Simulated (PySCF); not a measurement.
Vertical excitations of a molecule CH₅Cl₂NSi from TDDFT-PBE/def2-SVPD (PySCF), as energy in eV (oscillator strength): 6.11 (0.024), 6.48 (0.005), 6.94 (0.037), 7.08 (0.066), 7.17 (0.019), 7.29 (0.002), 7.36 (0.051), 7.45 (0.020), 7.57 (0.022), 7.64 (0.057). Lowest triplet (TDA): 5.86 eV. Geometry: TPSSh-D3(BJ)/def2-SVP. One conformer was computed; it need not be the lowest.

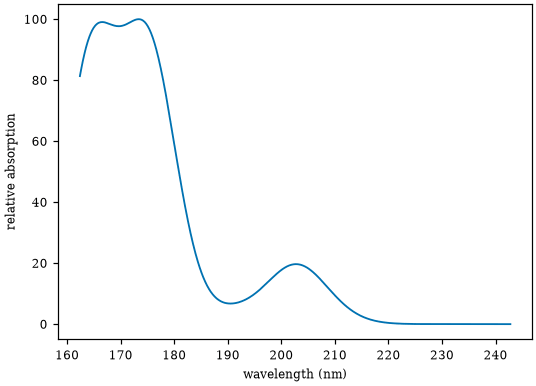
*The lines broadened by 0.4 eV.*

Problem. Which molecule gave these data?
A. C[Si](N)(Cl)Cl
B. NC[SiH](Cl)Cl
C. CN[SiH](Cl)Cl

Solution. A, C[Si](N)(Cl)Cl
